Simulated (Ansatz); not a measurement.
## Run report: BN2H5, geometry relaxation (part 3 of 3)

BN2H5; UKS BLYP-D4/def2-SVP (Ansatz 0.2.0). The run did not end well. It belongs to a series of runs on one base structure; here: end point B relaxed.

Geometry of the input (Å):
```
N  -0.7481  0.6081  -0.9762
B  0.0750  0.2593  0.1922
N  0.8331  -1.0366  0.1427
H  -0.7950  0.5988  0.8970
H  -1.2636  1.5464  -0.7600
H  0.1569  0.9882  1.1346
H  1.8983  -0.7870  0.2929
H  0.6133  -1.5766  0.9851
```

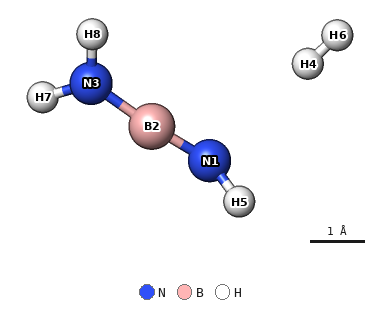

Figure 1. The geometry at step 37 of the log (ball-and-stick view, seen on its broad side; atoms are numbered from 1 in the order of the input).

Trajectory as extended XYZ, continued
```
8
Properties=species:S:1:pos:R:3:forces:R:3 step=23 energy=-3733.85778 accepted=F
N    -0.7221    0.6173   -0.9089    0.0138   0.3163  -0.2413
B     0.2410   -0.1163   -0.4943    0.0454  -0.0321   0.0133
N     1.1573   -1.0409    0.0098    0.5023  -0.5919  -0.6859
H    -1.0632    1.1358    1.7454   -0.0089   0.0119   0.0347
H    -0.8919    1.5307   -1.3381    0.0728  -0.4031   0.2650
H    -1.0468    1.2577    2.5052   -0.0043  -0.0028  -0.0210
H     1.7116   -1.6773   -0.6158   -0.6460   0.7099   0.7871
H     1.3839   -1.1066    1.0050    0.0250  -0.0083  -0.1520
8
Properties=species:S:1:pos:R:3:forces:R:3 step=24 energy=-3733.87227 accepted=F
N    -0.7265    0.5884   -0.9319   -0.0076   0.0099  -0.2179
B     0.2311   -0.1506   -0.5276    0.0567  -0.0426   0.1483
N     1.1303   -1.0823   -0.0127   -0.0402   0.0331  -0.0397
H    -1.0411    1.1776    1.7625   -0.0034  -0.0106  -0.0627
H    -0.9069    1.5107   -1.3058   -0.0610   0.0529   0.0868
H    -1.0071    1.3010    2.5184   -0.0032   0.0143   0.0659
H     1.8414   -1.5325   -0.5866    0.0015  -0.0656   0.0123
H     1.2487   -1.2117    0.9919    0.0572   0.0085   0.0070
8
Properties=species:S:1:pos:R:3:forces:R:3 step=25 energy=-3733.88182
N    -0.7036    0.5907   -1.0082   -0.0296   0.0410  -0.0172
B     0.2386   -0.1262   -0.5355    0.0231  -0.0592   0.0335
N     1.1272   -1.0534    0.0064    0.0434  -0.0130  -0.0398
H    -1.0184    1.1461    1.7748   -0.0019   0.0005   0.0072
H    -0.9414    1.5225   -1.3206    0.0075  -0.0025   0.0020
H    -0.9819    1.2573    2.5345   -0.0034  -0.0001  -0.0120
H     1.8020   -1.5728   -0.5563   -0.0455   0.0304   0.0306
H     1.2474   -1.1638    1.0132    0.0065   0.0029  -0.0042
8
Properties=species:S:1:pos:R:3:forces:R:3 step=26 energy=-3733.88186
N    -0.7132    0.5999   -0.9543    0.0277   0.0094  -0.0498
B     0.2364   -0.1342   -0.5185    0.0166  -0.0010   0.0332
N     1.1348   -1.0653    0.0018    0.1013  -0.0751  -0.0923
H    -1.0476    1.1535    1.7538   -0.0025  -0.0018  -0.0043
H    -0.9139    1.5288   -1.3045    0.0042  -0.0450   0.0466
H    -1.0159    1.2690    2.5127   -0.0052   0.0054   0.0088
H     1.7752   -1.6062   -0.5873   -0.1465   0.0998   0.1416
H     1.3141   -1.1450    1.0046    0.0046   0.0082  -0.0838
8
Properties=species:S:1:pos:R:3:forces:R:3 step=27 energy=-3733.88328
N    -0.7075    0.5943   -0.9581   -0.0169   0.0610  -0.0419
B     0.2473   -0.1329   -0.5242    0.0219  -0.0345   0.0429
N     1.1481   -1.0609   -0.0054    0.0789  -0.0633  -0.1387
H    -1.0596    1.1599    1.7666   -0.0025  -0.0013  -0.0005
H    -0.9132    1.5267   -1.2958    0.0068  -0.0424   0.0242
H    -1.0351    1.2841    2.5246   -0.0046   0.0033  -0.0006
H     1.7636   -1.6275   -0.5945   -0.1031   0.0818   0.1103
H     1.3263   -1.1432    0.9952    0.0196  -0.0047   0.0044
8
Properties=species:S:1:pos:R:3:forces:R:3 step=28 energy=-3733.88590
N    -0.6983    0.5949   -0.9106    0.0630  -0.0406   0.0180
B     0.2695   -0.1408   -0.5154   -0.0425   0.0083  -0.0147
N     1.1836   -1.0753   -0.0344    0.0092   0.0042   0.0174
H    -1.1265    1.1787    1.7783    0.0033   0.0227   0.0689
H    -0.8950    1.5253   -1.2566   -0.0032   0.0069   0.0076
H    -1.1087    1.3570    2.5280   -0.0109  -0.0189  -0.0733
H     1.7321   -1.6872   -0.6374   -0.0199   0.0039  -0.0227
H     1.4132   -1.1521    0.9564    0.0009   0.0134  -0.0011
8
Properties=species:S:1:pos:R:3:forces:R:3 step=29 energy=-3733.88237 accepted=F
N    -0.6823    0.5915   -0.8109    0.3259  -0.2710   0.1365
B     0.3110   -0.1617   -0.4983   -0.2300   0.1488  -0.0454
N     1.2507   -1.1059   -0.0867    0.2181  -0.2815  -0.0944
H    -1.2473    1.2285    1.7887    0.0015   0.1327   0.3424
H    -0.8538    1.5239   -1.1660   -0.0079   0.0367  -0.0234
H    -1.2593    1.4848    2.5259   -0.0092  -0.1287  -0.3537
H     1.6643   -1.8024   -0.7278   -0.2151   0.3721   0.3848
H     1.5867   -1.1582    0.8834   -0.0833  -0.0091  -0.3469
8
Properties=species:S:1:pos:R:3:forces:R:3 step=30 energy=-3733.88852
N    -0.6835    0.6011   -0.8740   -0.0507   0.0647   0.0041
B     0.2826   -0.1469   -0.5063    0.0711  -0.0718   0.0463
N     1.1975   -1.0913   -0.0456   -0.0152   0.0356   0.0187
H    -1.1524    1.1916    1.7753   -0.0071   0.0169   0.0381
H    -0.8807    1.5293   -1.2254   -0.0039  -0.0072  -0.0143
H    -1.1773    1.3837    2.5205   -0.0036  -0.0120  -0.0429
H     1.6801   -1.7415   -0.6639    0.0154  -0.0215  -0.0013
H     1.5036   -1.1255    0.9276   -0.0059  -0.0046  -0.0487
8
Properties=species:S:1:pos:R:3:forces:R:3 step=31 energy=-3733.88968
N    -0.6688    0.6159   -0.8087    0.0587   0.0007  -0.0203
B     0.3072   -0.1441   -0.4844   -0.1173   0.0690  -0.0566
N     1.2281   -1.0988   -0.0650    0.1592  -0.2001  -0.0999
H    -1.1948    1.2136    1.7814   -0.0173   0.0377   0.0978
H    -0.8688    1.5176   -1.2260    0.0197  -0.0469   0.0591
H    -1.2517    1.4207    2.5231    0.0035  -0.0308  -0.1022
H     1.6253   -1.8001   -0.7014   -0.1115   0.1958   0.2448
H     1.5933   -1.1243    0.8893    0.0050  -0.0254  -0.1227
8
Properties=species:S:1:pos:R:3:forces:R:3 step=32 energy=-3733.88930 accepted=F
N    -0.6579    0.6096   -0.7887    0.0443   0.1347   0.0545
B     0.3228   -0.1535   -0.4848   -0.0237  -0.0177  -0.0114
N     1.2535   -1.1109   -0.0843    0.1779  -0.2373  -0.0675
H    -1.2515    1.2384    1.7706   -0.0082   0.0298   0.1055
H    -0.8555    1.5357   -1.1566    0.0352  -0.1700   0.0110
H    -1.3034    1.4485    2.5121   -0.0031  -0.0276  -0.1127
H     1.5765   -1.8655   -0.7072   -0.1100   0.3330   0.3180
H     1.6855   -1.1018    0.8472   -0.1124  -0.0450  -0.2975
8
Properties=species:S:1:pos:R:3:forces:R:3 step=33 energy=-3733.89359
N    -0.6645    0.6172   -0.7840   -0.0325   0.0455  -0.0204
B     0.3087   -0.1511   -0.4797    0.0771  -0.0862   0.0140
N     1.2339   -1.1111   -0.0744    0.0408   0.0057   0.0768
H    -1.2243    1.2322    1.7684   -0.0050   0.0083   0.0219
H    -0.8610    1.5222   -1.1929   -0.0020  -0.0044   0.0210
H    -1.2732    1.4319    2.5101   -0.0084  -0.0027  -0.0225
H     1.6121   -1.8195   -0.7045   -0.0313   0.0317   0.0440
H     1.6381   -1.1212    0.8652   -0.0388   0.0021  -0.1348
8
Properties=species:S:1:pos:R:3:forces:R:3 step=34 energy=-3733.89667
N    -0.6519    0.6200   -0.7329   -0.0082   0.0122  -0.0238
B     0.3268   -0.1581   -0.4707    0.0472  -0.0639   0.0120
N     1.2605   -1.1222   -0.0971    0.0491   0.0055   0.0900
H    -1.2670    1.2619    1.7619   -0.0006  -0.0010   0.0086
H    -0.8553    1.5176   -1.1543   -0.0012   0.0091   0.0215
H    -1.3296    1.4687    2.5002   -0.0129   0.0052  -0.0071
H     1.5851   -1.8583   -0.7248   -0.0326   0.0285   0.0345
H     1.7013   -1.1290    0.8260   -0.0409   0.0045  -0.1357
8
Properties=species:S:1:pos:R:3:forces:R:3 step=35 energy=-3733.90094
N    -0.6338    0.6173   -0.6838    0.1118  -0.0766   0.0480
B     0.3529   -0.1698   -0.4702   -0.0931   0.0654   0.0105
N     1.2991   -1.1325   -0.1305    0.0976  -0.1484  -0.0331
H    -1.3195    1.2918    1.7617   -0.0003  -0.0048   0.0081
H    -0.8417    1.5211   -1.0894   -0.0040   0.0071  -0.0253
H    -1.4149    1.5204    2.4902   -0.0122   0.0058  -0.0104
H     1.5353   -1.9247   -0.7350   -0.0514   0.1549   0.1199
H     1.7925   -1.1231    0.7652   -0.0484  -0.0034  -0.1176
8
Properties=species:S:1:pos:R:3:forces:R:3 step=36 energy=-3733.89927 accepted=F
N    -0.6017    0.6384   -0.5859    0.2188  -0.1554   0.0024
B     0.3829   -0.1728   -0.4454   -0.1037   0.0577   0.0265
N     1.3370   -1.1519   -0.1669    0.2283  -0.3184   0.0478
H    -1.3926    1.3195    1.7541    0.0109  -0.0102  -0.0133
H    -0.8239    1.5127   -1.0488    0.0136  -0.0283   0.0216
H    -1.5172    1.5734    2.4693   -0.0233   0.0133   0.0170
H     1.4539   -2.0012   -0.7452   -0.0557   0.4872   0.3721
H     1.9315   -1.1176    0.6772   -0.2888  -0.0459  -0.4740
8
Properties=species:S:1:pos:R:3:forces:R:3 step=37 energy=-3733.90367
N    -0.6106    0.6329   -0.6155   -0.1222   0.1268  -0.1004
B     0.3692   -0.1663   -0.4435    0.1644  -0.1988   0.0249
N     1.3166   -1.1448   -0.1491   -0.0722   0.1331   0.0264
H    -1.3379    1.2972    1.7666   -0.0127   0.0131   0.0121
H    -0.8369    1.4999   -1.0888    0.0034  -0.0027   0.0668
H    -1.4836    1.5630    2.4744   -0.0052  -0.0054  -0.0102
H     1.4986   -1.9441   -0.7520   -0.0130  -0.0669  -0.0367
H     1.8545   -1.1371    0.7161    0.0574   0.0008   0.0171
8
Properties=species:S:1:pos:R:3:forces:R:3 step=38 energy=-3733.90787
N    -0.6019    0.6439   -0.5883   -0.0488   0.1014  -0.0461
B     0.3746   -0.1644   -0.4296    0.0822  -0.1101  -0.0143
N     1.3198   -1.1483   -0.1509   -0.0169   0.0499   0.0246
H    -1.3494    1.2869    1.7454   -0.0181   0.0202   0.0226
H    -0.8251    1.5131   -1.0602    0.0036  -0.0385   0.0445
H    -1.5111    1.5588    2.4480   -0.0041  -0.0087  -0.0125
H     1.4419   -1.9796   -0.7287   -0.0051   0.0029   0.0239
H     1.9212   -1.1098    0.6726    0.0071  -0.0170  -0.0427
8
Properties=species:S:1:pos:R:3:forces:R:3 step=39 energy=-3733.90967
N    -0.5753    0.6512   -0.5544   -0.0058   0.1122  -0.0060
B     0.3971   -0.1688   -0.4240    0.0505  -0.0857  -0.0222
N     1.3417   -1.1608   -0.1729    0.1291  -0.1377   0.0580
H    -1.4035    1.3132    1.7527   -0.0189   0.0269   0.0615
H    -0.8029    1.5141   -1.0368   -0.0015  -0.0689   0.0290
H    -1.5814    1.5793    2.4553    0.0030  -0.0206  -0.0583
H     1.3767   -2.0359   -0.7093    0.0338   0.2546   0.2071
H     2.0176   -1.0917    0.5976   -0.1903  -0.0807  -0.2690
8
Properties=species:S:1:pos:R:3:forces:R:3 step=40 energy=-3733.91423
N    -0.5577    0.6528   -0.5341   -0.0219   0.1238  -0.0131
B     0.4127   -0.1720   -0.4233    0.0690  -0.1290  -0.0177
N     1.3568   -1.1695   -0.1902   -0.0071   0.0267   0.0207
H    -1.4342    1.3352    1.7668   -0.0135   0.0215   0.0554
H    -0.7970    1.5051   -1.0292   -0.0021  -0.0564   0.0335
H    -1.6236    1.6025    2.4657    0.0023  -0.0188  -0.0581
H     1.3619   -2.0527   -0.7043    0.0258   0.0800   0.0777
H     2.0510   -1.1008    0.5569   -0.0524  -0.0478  -0.0984
8
Properties=species:S:1:pos:R:3:forces:R:3 step=41 energy=-3733.91734
N    -0.5065    0.6801   -0.4673    0.1370  -0.1979   0.0232
B     0.4292   -0.1930   -0.4053   -0.1947   0.2007  -0.0126
N     1.3380   -1.2181   -0.1739    0.1680   0.0855   0.1451
H    -1.4655    1.3691    1.7981   -0.0014  -0.0055  -0.0442
H    -0.7815    1.4872   -1.0112   -0.0093   0.0721  -0.0077
H    -1.7461    1.6549    2.4546   -0.0107   0.0100   0.0341
H     1.3440   -2.0800   -0.7102   -0.0380  -0.1826  -0.0996
H     2.1582   -1.0998    0.4235   -0.0508   0.0177  -0.0384
8
Properties=species:S:1:pos:R:3:forces:R:3 step=42 energy=-3733.91733 accepted=F
N    -0.5069    0.6818   -0.4647    0.1453  -0.1877   0.0583
B     0.4271   -0.1930   -0.4030   -0.2224   0.1720  -0.0765
N     1.3371   -1.2179   -0.1806    0.1722   0.1842   0.2137
H    -1.4673    1.3643    1.7915   -0.0026  -0.0025  -0.0369
H    -0.7722    1.4955   -1.0031   -0.0238   0.0779  -0.0263
H    -1.7446    1.6487    2.4503   -0.0099   0.0078   0.0289
H     1.3381   -2.0923   -0.6920   -0.0642  -0.2482  -0.1629
H     2.1586   -1.0865    0.4100    0.0055  -0.0035   0.0015
8
Properties=species:S:1:pos:R:3:forces:R:3 step=43 energy=-3733.91913
N    -0.5106    0.6738   -0.4704    0.0889  -0.0873   0.0061
B     0.4298   -0.1930   -0.4080   -0.1253   0.1204  -0.0028
N     1.3445   -1.2145   -0.1800    0.1004  -0.0044   0.0417
H    -1.4700    1.3719    1.7940   -0.0076  -0.0004  -0.0208
H    -0.7789    1.4928   -1.0020   -0.0040   0.0154   0.0089
H    -1.7441    1.6538    2.4557   -0.0032   0.0031   0.0108
H     1.3405   -2.0869   -0.7056   -0.0227  -0.0537  -0.0204
H     2.1586   -1.0976    0.4246   -0.0264   0.0070  -0.0235
8
Properties=species:S:1:pos:R:3:forces:R:3 step=44 energy=-3733.92106
N    -0.4879    0.6826   -0.4228    0.0684   0.0171  -0.0182
B     0.4462   -0.1929   -0.3966   -0.1005   0.0212  -0.0229
N     1.3633   -1.2208   -0.2051    0.2062  -0.1268   0.0361
H    -1.5071    1.3872    1.7746   -0.0211   0.0177   0.0450
H    -0.7695    1.4989   -0.9551    0.0048  -0.0556   0.0303
H    -1.7893    1.6655    2.4371    0.0128  -0.0162  -0.0478
H     1.2963   -2.1319   -0.6693   -0.0001   0.2064   0.1013
H     2.2178   -1.0882    0.3454   -0.1704  -0.0638  -0.1238
8
Properties=species:S:1:pos:R:3:forces:R:3 step=45 energy=-3733.92273
N    -0.4812    0.6820   -0.4066    0.0479   0.0152  -0.0190
B     0.4537   -0.1923   -0.3959   -0.0662  -0.0339  -0.0209
N     1.3774   -1.2187   -0.2254    0.0801  -0.0268   0.0212
H    -1.5191    1.3951    1.7703   -0.0083   0.0082   0.0312
H    -0.7746    1.4930   -0.9396    0.0010  -0.0264   0.0218
H    -1.7981    1.6753    2.4326    0.0011  -0.0075  -0.0311
H     1.2909   -2.1373   -0.6651   -0.0109   0.1163   0.0490
H     2.2209   -1.0966    0.3379   -0.0446  -0.0452  -0.0522
8
Properties=species:S:1:pos:R:3:forces:R:3 step=46 energy=-3733.92356
N    -0.4647    0.6831   -0.4110    0.1241  -0.0946   0.0356
B     0.4665   -0.1966   -0.4039   -0.1325   0.0490  -0.0219
N     1.3892   -1.2243   -0.2390    0.0606   0.0383   0.0408
H    -1.5484    1.4061    1.8012    0.0143  -0.0052  -0.0183
H    -0.7641    1.4878   -0.9471   -0.0200   0.0238  -0.0160
H    -1.8328    1.6983    2.4539   -0.0139   0.0031   0.0052
H     1.2815   -2.1496   -0.6532   -0.0216   0.0106  -0.0052
H     2.2427   -1.1042    0.3074   -0.0110  -0.0249  -0.0201
8
Properties=species:S:1:pos:R:3:forces:R:3 step=47 energy=-3733.92528
N    -0.4506    0.6826   -0.3690    0.0895  -0.0609  -0.0054
B     0.4775   -0.1997   -0.3914   -0.0368   0.0242   0.0317
N     1.4060   -1.2279   -0.2524   -0.0680   0.0295  -0.0351
H    -1.5661    1.4221    1.7865    0.0228  -0.0139  -0.0240
H    -0.7730    1.4793   -0.9053   -0.0073   0.0002   0.0022
H    -1.8655    1.7203    2.4294   -0.0233   0.0119   0.0185
H     1.2631   -2.1548   -0.6532    0.0079   0.0008   0.0091
H     2.2784   -1.1214    0.2636    0.0151   0.0081   0.0030
8
Properties=species:S:1:pos:R:3:forces:R:3 step=48 energy=-3733.92640
N    -0.4238    0.6938   -0.3291    0.0787  -0.0519  -0.0203
B     0.4936   -0.1987   -0.3780   -0.0141   0.0234   0.0325
N     1.4185   -1.2339   -0.2671   -0.0483  -0.0511  -0.0391
H    -1.5833    1.4298    1.7848    0.0063   0.0047   0.0058
H    -0.7732    1.4727   -0.8754    0.0017  -0.0112   0.0153
H    -1.9155    1.7383    2.4078   -0.0072  -0.0050  -0.0089
H     1.2292   -2.1719   -0.6274    0.0530   0.0943   0.0559
H     2.3244   -1.1295    0.1926   -0.0700  -0.0033  -0.0413
8
Properties=species:S:1:pos:R:3:forces:R:3 step=49 energy=-3733.92713
N    -0.4089    0.7007   -0.3076    0.0905  -0.0340  -0.0057
B     0.5010   -0.1984   -0.3711   -0.0171   0.0134   0.0170
N     1.4228   -1.2377   -0.2774   -0.0611  -0.0883  -0.0422
H    -1.5842    1.4364    1.7823   -0.0154   0.0128   0.0268
H    -0.7664    1.4764   -0.8529   -0.0124  -0.0153   0.0047
H    -1.9508    1.7371    2.3909    0.0122  -0.0131  -0.0278
H     1.2076   -2.1868   -0.5940    0.0662   0.1360   0.0556
H     2.3489   -1.1271    0.1381   -0.0628  -0.0114  -0.0283
8
Properties=species:S:1:pos:R:3:forces:R:3 step=50 energy=-3733.92380 accepted=F
N    -0.3511    0.7433   -0.2714   -0.0520   0.0339  -0.1340
B     0.5278   -0.1848   -0.3582   -0.0972   0.0137  -0.0284
N     1.4243   -1.2461   -0.2890    0.2069  -0.0951   0.0634
H    -1.5920    1.4433    1.7969   -0.0854   0.0619   0.1064
H    -0.7809    1.4520   -0.8619    0.1201  -0.0922   0.1418
H    -2.0093    1.7340    2.3820    0.0834  -0.0606  -0.1118
H     1.1682   -2.2034   -0.5506    0.0737   0.2029   0.0848
H     2.3831   -1.1378    0.0605   -0.2494  -0.0644  -0.1220
```

Outcome

- outcome: not converged
- hardware: 2 threads of Arm Neoverse N1, 16 GiB of memory available, shared host
- wall time: 89 s (CPU time 2.8 min)
- peak memory: 0.15 GiB

Diagnosis

The run did not converge: “geometry relaxation did not converge after 50 steps: max|allowed force component| = 1.36e-1 eV/Å (threshold 2.0e-2). Raise `relax.max_steps` over both its present limit and 50, loosen `relax.f_tol`, or start from a geometry closer to equilibrium …” Its last values are not results.
